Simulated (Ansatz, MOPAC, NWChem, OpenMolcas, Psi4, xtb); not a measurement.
## How methods differ on GaNH2F2 (SMILES [NH2][Ga]([F])[F])

GaNH2F2, singlet, SMILES `[NH2][Ga]([F])[F]`. Each level relaxes the structure for itself.

Quantity: the zero-point energy at each level's own minimum, in kJ/mol. The values are calculated.

```json
{"level": "AM1", "kind": "semi-empirical", "program": "MOPAC", "value (kJ/mol)": "76.8"}
{"level": "PM3", "kind": "semi-empirical", "program": "MOPAC", "value (kJ/mol)": "81.8"}
{"level": "PM6", "kind": "semi-empirical", "program": "MOPAC", "value (kJ/mol)": "70.3"}
{"level": "GFN2-xTB", "kind": "semi-empirical", "program": "xtb", "value (kJ/mol)": "68.4"}
{"level": "HF/3-21G", "kind": "Hartree–Fock", "program": "OpenMolcas", "value (kJ/mol)": "86.5"}
{"level": "HF/6-31G* (spherical functions)", "kind": "Hartree–Fock", "program": "NWChem", "value (kJ/mol)": "81.9"}
{"level": "HF/6-31G* (Cartesian functions)", "kind": "Hartree–Fock", "program": "OpenMolcas", "value (kJ/mol)": "82.3"}
{"level": "r2SCAN-D4/def2-SVP (density fitting)", "kind": "meta-GGA", "program": "Psi4", "value (kJ/mol)": "77.0"}
{"level": "B3LYP-D3(BJ)/6-31G*/LANL2DZ (core potential, spherical functions)", "kind": "global hybrid", "program": "NWChem", "value (kJ/mol)": "77.9"}
{"level": "PBE0-D4/def2-TZVP", "kind": "global hybrid", "program": "Ansatz", "value (kJ/mol)": "77.6"}
```

All-electron rows without a relativistic Hamiltonian named are non-relativistic, while core potentials hold scalar relativity, so basis and relativity change together. Harmonic and unscaled. The values span 68.4 to 86.5 kJ/mol.

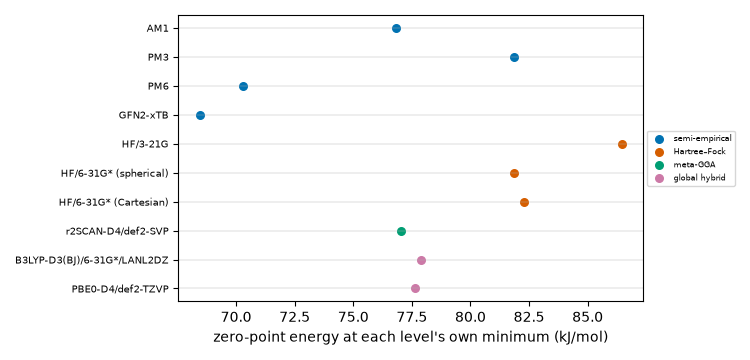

The values of the table, level by level.
